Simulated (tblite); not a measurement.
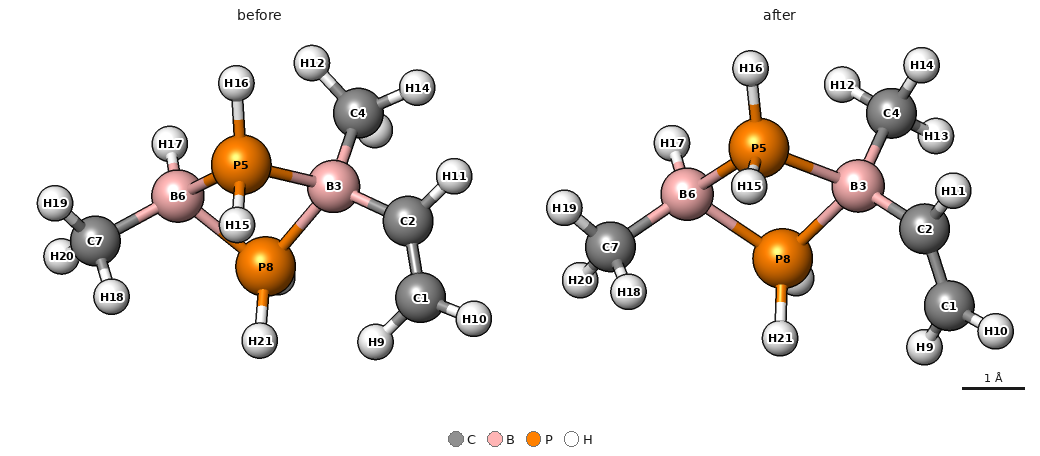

The structure of C4H14B2P2 before (left) and after (right) a relaxation, at one scale.

The picture is a ball-and-stick view, seen from a free direction.

The calculation used GFN2-xTB geometry optimisation, gas phase in tblite. 

What changed between the two?

Answer. After 168 geometry steps the energy has fallen by 1.046 eV. An H atom moves most after the best rigid fit: 0.78 Å. By element the largest moves are H 0.78 Å, P 0.29 Å, C 0.29 Å, B 0.18 Å. Some distances before and after: B–P 1.907 → 1.991 Å, B–P 1.887 → 1.970 Å, B–C 1.569 → 1.625 Å, B–C 1.557 → 1.586 Å. Bond angles that change, for instance: H–P–H 117.3° → 96.4°, H–P–H 113.3° → 96.6°, B–P–H 113.3° → 122.0°. Groups turn about B–C by about 35°, B–C by about 30°.
